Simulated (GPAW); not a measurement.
**PH$_{3}$S: geometry relaxation (part 3 of 5)**

Continued. System: PH$_{3}$S. Method: vdW-DF2/plane waves, scalar-relativistic datasets (GPAW 26.7.0). The geometry comes from this level: GFN2-xTB.

Geometry of the input (Å):
```
P  -0.4919  -0.4746  0.4361
S  0.7677  0.9384  -0.4470
H  0.2701  -1.5884  0.0806
H  -1.3283  -0.6338  -0.6704
H  0.7824  1.7585  0.6006
```

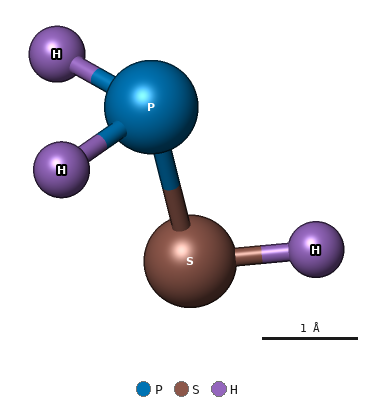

*The structure as given in the input (ball-and-stick view, seen at a tilt).*

## Log, continued
```
convergence criteria:
- Maximum [total energy] change in last 3 cyles: 0.0005 eV / valence electron
- Maximum integral of absolute [dens]ity change: 0.0001 electrons / valence electron
- Maximum integral of absolute [eigenst]ate change: 4e-08 eV^2 / valence electron
maximum number of iterations: 100

SCF iterations
|iter     |     time |      energy | eigst |  dens |
|---------|----------|-------------|-------|-------|
|iter:   1| 00:03:37 |  -79.833094c| -3.11 |       |
|iter:   2| 00:03:42 |  -79.833047c| -4.76 | -2.54 |
|iter:   3| 00:03:47 |  -79.832806c| -4.92 | -2.58 |
|iter:   4| 00:03:53 |  -79.832743c| -5.36 | -2.8
[... cut ...]
 2 |      H | 7.048063 | 4.777188 | 6.627647 | ( 0.0000,  0.0000,  0.0000) |
| 3 |      H | 5.399860 | 5.763786 | 5.852788 | ( 0.0000,  0.0000,  0.0000) |
| 4 |      H | 7.569981 | 8.210053 | 7.150821 | ( 0.0000,  0.0000,  0.0000) |

Unit cell  # Å
| periodic |         x |         y |         z |   lengths |    angles |
|----------|-----------|-----------|-----------|-----------|-----------|
|       no | 13.000000 |  0.000000 |  0.000000 | 13.000000 | 90.000000 |
|       no |  0.000000 | 13.000000 |  0.000000 | 13.000000 | 90.000000 |
|       no |  0.000000 |  0.000000 | 13.000000 | 13.000000 | 90.000000 |

Initialization done in: 4.894 s

convergence criteria:
- Maximum [total energy] change in last 3 cyles: 0.0005 eV / valence electron
- Maximum integral of absolute [dens]ity change: 0.0001 electrons / valence electron
- Maximum integral of absolute [eigenst]ate change: 4e-08 eV^2 / valence electron
maximum number of iterations: 100

SCF iterations
|iter     |     time |      energy | eigst |  dens |
|---------|----------|-------------|-------|-------|
|iter:   1| 00:04:14 |  -79.835005c| -3.23 |       |
|iter:   2| 00:04:19 |  -79.834975c| -4.86 | -2.61 |
|iter:   3| 00:04:24 |  -79.834795c| -5.02 | -2.65 |
|iter:   4| 00:04:29 |  -79.834740c| -5.49 | -2.89 |
|iter:   5| 00:04:34 |  -79.834740c| -6.36 | -3.42 |
|iter:   6| 00:04:40 |  -79.834741c| -7.61c| -4.10c|

Converged in 6 steps
SCF loop duration: 26.814 s (4.469 s/step)
Energy contributions relative to reference atoms: (reference = -20198.004043)

Energy contributions:
  Kinetic:          29.748351
  Coulomb:         -32.111399
  Zero:              0.080275
  External:          0.000000
  Xc:              -77.551968
  Entropy:          -0.000000
  Spinorbit:         0.000000
  ----------------------------
  Free energy:     -79.834741
  Extrapolated:    -79.834741

dipole moment: (-0.086915, -0.081655, 0.082122)  # |e|*Ang

Fermi level: -4.575
Eigenvalues  # (at kpt = [0.000, 0.000, 0.000])
| band index |      eig [eV] | occ [0-2] |
|------------|---------------|-----------|
|          0 |       -18.745 |     2.000 |
|          1 |       -15.480 |     2.000 |
|          2 |       -10.235 |     2.000 |
|          3 |        -9.998 |     2.000 |
|          4 |        -9.117 |     2.000 |
|          5 |        -6.826 |     2.000 |
|          6 |        -6.307 |     2.000 |
|          7 |        -1.993 |     0.000 |
|          8 |        -1.749 |     0.000 |
|          9 |        -1.183 |     0.000 |
|         10 |        -0.910 |     0.000 |

Gap: 4.315 eV
Transition (v -> c):
  (s=0, k=0, n=6, [0.00, 0.00, 0.00]) -> (s=0, k=0, n=7, [0.00, 0.00, 0.00])
No difference between direct/indirect transitions
vacuum-level: 0.212  # V

Forces  # eV/Ang
|        x |        y |        z |
|----------|----------|----------|
|  0.06710 |  0.11553 |  0.00504 |  # P    0
| -0.05544 | -0.07797 |  0.01847 |  # S    1
| -0.01857 | -0.04181 | -0.03180 |  # H    2
| -0.00603 | -0.04514 | -0.02569 |  # H    3
|  0.01239 |  0.04905 |  0.03412 |  # H    4

Force computation time: 0.927  # s
LBFGS:    6 00:04:41      -79.834741        0.133694
         .-------------------------------.
        /|                               |
       / |                               |
      /  |                               |
     /   |                               |
    /    |                               |
   /     |                               |
  /      |                               |
 *       |                               |
 |       |                               |
 |       |               H               |
 |       |                               |
 |       |          P   S                |
 |       |        H  H                   |
 |       |                               |
 |       |                               |
 |       .-------------------------------.
 |      /                               /
 |     /                               /
 |    /                               /
 |   /                               /
 |  /                               /
 | /                               /
 |/                               /
 *-------------------------------*

Atoms  # Å, Bohr magnetons
|   | symbol |        x |        y |        z |    initial magnetic moments |
|---|--------|----------|----------|----------|-----------------------------|
| 0 |      P | 6.267071 | 5.917999 | 6.973007 | ( 0.0000,  0.0000,  0.0000) |
| 1 |      S | 7.581284 | 7.407413 | 6.068827 | ( 0.0000,  0.0000,  0.0000) |
| 2 |      H | 7.046966 | 4.774591 | 6.627899 | ( 0.0000,  0.0000,  0.0000) |
| 3 |      H | 5.398122 | 5.761775 | 5.852705 | ( 0.0000,  0.0000,  0.0000) |
| 4 |      H | 7.571247 | 8.212983 | 7.151782 | ( 0.0000,  0.0000,  0.0000) |

Unit cell  # Å
| periodic |         x |         y |         z |   lengths |    angles |
|----------|-----------|-----------|-----------|-----------|-----------|
|       no | 13.000000 |  0.000000 |  0.000000 | 13.000000 | 90.000000 |
|       no |  0.000000 | 13.000000 |  0.000000 | 13.000000 | 90.000000 |
|       no |  0.000000 |  0.000000 | 13.000000 | 13.000000 | 90.000000 |

Initialization done in: 4.650 s

convergence criteria:
- Maximum [total energy] change in last 3 cyles: 0.0005 eV / valence electron
- Maximum integral of absolute [dens]ity change: 0.0001 electrons / valence electron
- Maximum integral of absolute [eigenst]ate change: 4e-08 eV^2 / valence electron
maximum number of iterations: 100

SCF iterations
|iter     |     time |      energy | eigst |  dens |
|---------|----------|-------------|-------|-------|
|iter:   1| 00:04:46 |  -79.835530c| -3.81 |       |
|iter:   2| 00:04:51 |  -79.835501c| -5.42 | -2.83 |
|iter:   3| 00:04:57 |  -79.835383c| -4.71 | -2.88 |
|iter:   4| 00:05:03 |  -79.835380c| -6.16 | -3.32 |
|iter:   5| 00:05:08 |  -79.835381c| -7.07 | -3.65 |
|iter:   6| 00:05:14 |  -79.835382c| -7.85c| -4.11c|

Converged in 6 steps
SCF loop duration: 28.029 s (4.672 s/step)
Energy contributions relative to reference atoms: (reference = -20198.004043)

Energy contributions:
  Kinetic:          29.768828
  Coulomb:         -32.122152
  Zero:              0.080203
  External:          0.000000
  Xc:              -77.562262
  Entropy:          -0.000000
  Spinorbit:         0.000000
  ----------------------------
  Free energy:     -79.835382
  Extrapolated:    -79.835382

dipole moment: (-0.083613, -0.077665, 0.080997)  # |e|*Ang

Fermi level: -4.575
Eigenvalues  # (at kpt = [0.000, 0.000, 0.000])
| band index |      eig [eV] | occ [0-2] |
|------------|---------------|-----------|
|          0 |       -18.766 |     2.000 |
|          1 |       -15.469 |     2.000 |
|          2 |       -10.249 |     2.000 |
|          3 |        -9.991 |     2.000 |
|          4 |        -9.135 |     2.000 |
|          5 |        -6.807 |     2.000 |
|          6 |        -6.318 |     2.000 |
|          7 |        -1.963 |     0.000 |
|          8 |        -1.749 |     0.000 |
|          9 |        -1.185 |     0.000 |
|         10 |        -0.910 |     0.000 |

Gap: 4.355 eV
Transition (v -> c):
  (s=0, k=0, n=6, [0.00, 0.00, 0.00]) -> (s=0, k=0, n=7, [0.00, 0.00, 0.00])
No difference between direct/indirect transitions
vacuum-level: 0.212  # V

Forces  # eV/Ang
|        x |        y |        z |
|----------|----------|----------|
|  0.01325 |  0.05033 |  0.03723 |  # P    0
| -0.01132 | -0.01868 |  0.00136 |  # S    1
| -0.01935 | -0.01553 | -0.03164 |  # H    2
|  0.01363 | -0.03162 | -0.01579 |  # H    3
|  0.00402 |  0.01625 |  0.00923 |  # H    4

Force computation time: 0.892  # s
LBFGS:    7 00:05:15      -79.835382        0.063988
         .-------------------------------.
        /|                               |
       / |                               |
      /  |                               |
     /   |                               |
    /    |                               |
   /     |                               |
  /      |                               |
 *       |                               |
 |       |                               |
 |       |               H               |
 |       |                               |
 |       |          P   S                |
 |       |        H  H                   |
 |       |                               |
 |       |                               |
 |       .-------------------------------.
 |      /                               /
 |     /                               /
 |    /                               /
 |   /                               /
 |  /                               /
 | /                               /
 |/                               /
 *-------------------------------*

Atoms  # Å, Bohr magnetons
|   | symbol |        x |        y |        z |    initial magnetic moments |
|---|--------|----------|----------|----------|-----------------------------|
| 0 |      P | 6.267808 | 5.919506 | 6.973386 | ( 0.0000,  0.0000,  0.0000) |
| 1 |      S | 7.580502 | 7.406394 | 6.069219 | ( 0.0000,  0.0000,  0.0000) |
| 2 |      H | 7.046444 | 4.774485 | 6.627195 | ( 0.0000,  0.0000,  0.0000) |
| 3 |      H | 5.398625 | 5.761125 | 5.852491 | ( 0.0000,  0.0000,  0.0000) |
| 4 |      H | 7.571314 | 8.213264 | 7.151937 | ( 0.0000,  0.0000,  0.0000) |

Unit cell  # Å
| periodic |         x |         y |         z |   lengths |    angles |
|----------|-----------|-----------|-----------|-----------|-----------|
|       no | 13.000000 |  0.000000 |  0.000000 | 13.000000 | 90.000000 |
|       no |  0.000000 | 13.000000 |  0.000000 | 13.000000 | 90.000000 |
|       no |  0.000000 |  0.000000 | 13.000000 | 13.000000 | 90.000000 |

Initialization done in: 5.598 s

convergence criteria:
- Maximum [total energy] change in last 3 cyles: 0.0005 eV / valence electron
- Maximum integral of absolute [dens]ity change: 0.0001 electrons / valence electron
- Maximum integral of absolute [eigenst]ate change: 4e-08 eV^2 / valence electron
maximum number of iterations: 100

SCF iterations
|iter     |     time |      energy | eigst |  dens |
|---------|----------|-------------|-------|-------|
|iter:   1| 00:05:21 |  -79.835547c| -4.64 |       |
|iter:   2| 00:05:25 |  -79.835540c| -6.27 | -3.17 |
|iter:   3| 00:05:30 |  -79.835515c| -5.43 | -3.21 |
|iter:   4| 00:05:35 |  -79.835514c| -6.80 | -3.69 |
|iter:   5| 00:05:39 |  -79.835514c| -7.70c| -4.05c|

Converged in 5 steps
SCF loop duration: 18.527 s (3.705 s/step)
Energy contributions relative to reference atoms: (reference = -20198.004043)

Energy contributions:
  Kinetic:          29.775177
  Coulomb:         -32.127204
  Zero:              0.080225
  External:          0.000000
  Xc:              -77.563712
  Entropy:          -0.000000
  Spinorbit:         0.000000
  ----------------------------
  Free energy:     -79.835514
  Extrapolated:    -79.835514

dipole moment: (-0.081886, -0.075350, 0.081681)  # |e|*Ang

Fermi level: -4.575
Eigenvalues  # (at kpt = [0.000, 0.000, 0.000])
| band index |      eig [eV] | occ [0-2] |
|------------|---------------|-----------|
|          0 |       -18.774 |     2.000 |
|          1 |       -15.463 |     2.000 |
|          2 |       -10.252 |     2.000 |
|          3 |        -9.982 |     2.000 |
|          4 |        -9.142 |     2.000 |
|          5 |        -6.807 |     2.000 |
|          6 |        -6.320 |     2.000 |
|          7 |        -1.951 |     0.000 |
|          8 |        -1.750 |     0.000 |
|          9 |        -1.187 |     0.000 |
|         10 |        -0.911 |     0.000 |

Gap: 4.369 eV
Transition (v -> c):
  (s=0, k=0, n=6, [0.00, 0.00, 0.00]) -> (s=0, k=0, n=7, [0.00, 0.00, 0.00])
No difference between direct/indirect transitions
vacuum-level: 0.212  # V

Forces  # eV/Ang
|        x |        y |        z |
|----------|----------|----------|
| -0.00554 |  0.00906 |  0.02504 |  # P    0
|  0.00580 |  0.00932 |  0.00042 |  # S    1
| -0.02389 | -0.00235 | -0.02194 |  # H    2
|  0.01882 | -0.02453 | -0.00164 |  # H    3
|  0.00392 |  0.00777 | -0.00179 |  # H    4

Force computation time: 0.775  # s
LBFGS:    8 00:05:40      -79.835514        0.032526
         .-------------------------------.
        /|                               |
       / |                               |
      /  |                               |
     /   |                               |
    /    |                               |
   /     |                               |
  /      |                               |
 *       |                               |
 |       |                               |
 |       |               H               |
 |       |                               |
 |       |          P   S                |
 |       |        H  H                   |
 |       |                               |
 |       |                               |
 |       .-------------------------------.
 |      /                               /
 |     /                               /
 |    /                               /
 |   /                               /
 |  /                               /
 | /                               /
 |/                               /
 *-------------------------------*

Atoms  # Å, Bohr magnetons
|   | symbol |        x |        y |        z |    initial magnetic moments |
|---|--------|----------|----------|----------|-----------------------------|
| 0 |      P | 6.267903 | 5.920252 | 6.974170 | ( 0.0000,  0.0000,  0.0000) |
| 1 |      S | 7.580264 | 7.406049 | 6.069317 | ( 0.0000,  0.0000,  0.0000) |
| 2 |      H | 7.045834 | 4.774608 | 6.626445 | ( 0.0000,  0.0000,  0.0000) |
| 3 |      H | 5.399352 | 5.760525 | 5.852380 | ( 0.0000,  0.0000,  0.0000) |
| 4 |      H | 7.571322 | 8.213329 | 7.151921 | ( 0.0000,  0.0000,  0.0000) |

Unit cell  # Å
| periodic |         x |         y |         z |   lengths |    angles |
|----------|-----------|-----------|-----------|-----------|-----------|
|       no | 13.000000 |  0.000000 |  0.000000 | 13.000000 | 90.000000 |
|       no |  0.000000 | 13.000000 |  0.000000 | 13.000000 | 90.000000 |
|       no |  0.000000 |  0.000000 | 13.000000 | 13.000000 | 90.000000 |

Initialization done in: 4.032 s

convergence criteria:
- Maximum [total energy] change in last 3 cyles: 0.0005 eV / valence electron
- Maximum integral of absolute [dens]ity change: 0.0001 electrons / valence electron
- Maximum integral of absolute [eigenst]ate change: 4e-08 eV^2 / valence electron
maximum number of iterations: 100

SCF iterations
|iter     |     time |      energy | eigst |  dens |
|---------|----------|-------------|-------|-------|
|iter:   1| 00:05:44 |  -79.835585c| -5.07 |       |
|iter:   2| 00:05:48 |  -79.835583c| -6.75 | -3.44 |
|iter:   3| 00:05:53 |  -79.835576c| -6.15 | -3.48 |
|iter:   4| 00:05:57 |  -79.835575c| -7.11 | -3.90 |
|iter:   5| 00:06:01 |  -79.835575c| -7.88c| -4.27c|

Converged in 5 steps
SCF loop duration: 17.294 s (3.459 s/step)
Energy contributions relative to reference atoms: (reference = -20198.004043)

Energy contributions:
  Kinetic:          29.764372
  Coulomb:         -32.119220
  Zero:              0.080243
  External:          0.000000
  Xc:              -77.560971
  Entropy:          -0.000000
  Spinorbit:         0.000000
  ----------------------------
  Free energy:     -79.835575
  Extrapolated:    -79.835575

dipole moment: (-0.081728, -0.074791, 0.081871)  # |e|*Ang
```
